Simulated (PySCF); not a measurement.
C₄H₉BGeO (SMILES CBOC1=[CH][GeH2][CH2]1)

```yaml
atoms:
  - { symbol: C, position_ang: [3.1663, 0.0827, 0.5581] }
  - { symbol: B, position_ang: [1.6960, 0.1491, -0.0241] }
  - { symbol: O, position_ang: [0.6919, -0.1190, 0.8232] }
  - { symbol: C, position_ang: [-0.6285, -0.1224, 0.5530] }
  - { symbol: C, position_ang: [-1.6047, -0.4029, 1.4324] }
  - { symbol: Ge, position_ang: [-3.0057, -0.1395, 0.1115] }
  - { symbol: C, position_ang: [-1.2531, 0.1896, -0.7894] }
  - { symbol: H, position_ang: [3.1891, -0.1801, 1.6120] }
  - { symbol: H, position_ang: [3.6743, 1.0378, 0.4385] }
  - { symbol: H, position_ang: [3.7642, -0.6472, 0.0156] }
  - { symbol: H, position_ang: [1.5057, 0.4225, -1.1586] }
  - { symbol: H, position_ang: [-1.4667, -0.6625, 2.4678] }
  - { symbol: H, position_ang: [-3.8132, -1.3280, -0.3461] }
  - { symbol: H, position_ang: [-3.9427, 1.0318, 0.2632] }
  - { symbol: H, position_ang: [-0.9439, -0.5040, -1.5702] }
  - { symbol: H, position_ang: [-1.0365, 1.2011, -1.1307] }
```

Geometry: GFN2-xTB.

Theory: B3LYP/def2-SVPD, SCF density, gas phase (PySCF).

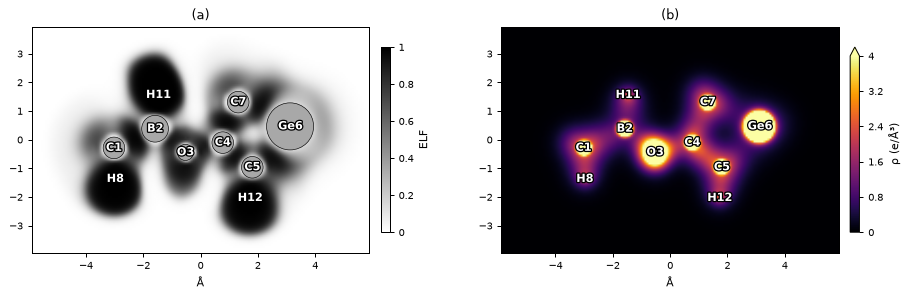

Figure 1. (a) ELF; (b) total electron density on the plane of atoms C1, B2 and O3. Grey discs cover the atomic cores in the ELF map.

### Read the bonding off the picture.

The plane passes through C, B, O, Ge and H nuclei. B–O (1.34 Å): the density is about 2.2 e/Å³ at the midpoint; the ELF peaks at about 0.90 between the atoms (a short, strongly polar bond). C–C (1.34 Å): the density is about 2.3 e/Å³ at the midpoint; the ELF peaks at about 0.90 between the atoms (a short, multiple covalent bond). C–O (1.35 Å): the density is about 2.4 e/Å³ at the midpoint, with its minimum of 1.9 e/Å³ about 0.5 Å from C; the ELF peaks at about 0.90 between the atoms: a polar covalent bond. C–B (1.58 Å): ρ is about 1.4 e/Å³ halfway; the ELF peaks at about 1 between the atoms; a shared electron pair. C–Ge (1.94 Å): ρ is about 0.86 e/Å³ halfway; the ELF peaks at about 0.90 in the valence shell of C, 0.7 Å from its nucleus, and is about 0.65 at the midpoint. The ELF also peaks beside O3, away from the bonds: lone-pair regions.

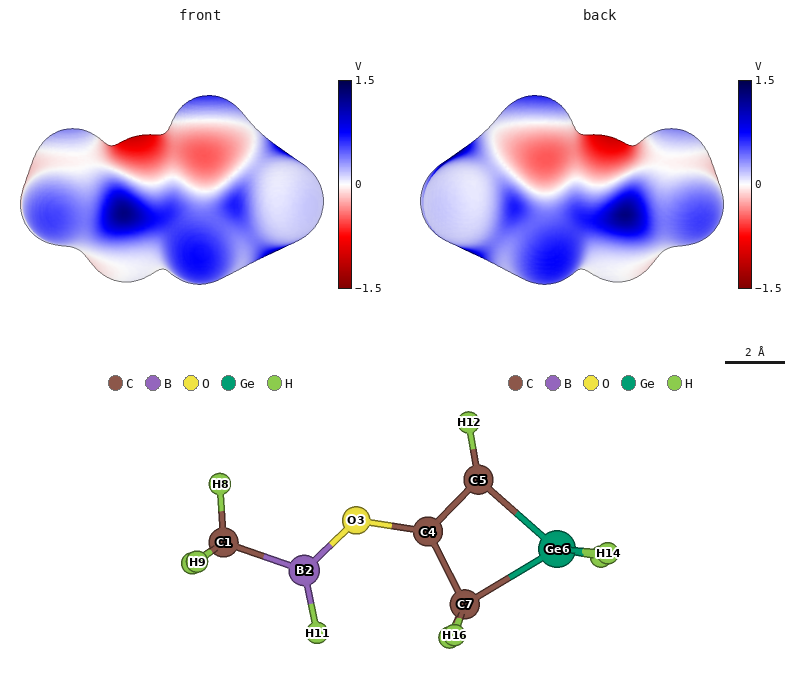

Figure 2. The electrostatic potential painted on the density surface at 0.002 e/bohr³, seen from the front and from behind; the colour scale runs from red (negative) to blue (positive). The bare structure is drawn below in the same view.

### Where is the surface potential most negative and most positive?

The most negative region (about −1.0 V) lies over O3, the most positive (about +1.2 V) over B2 and Ge6.
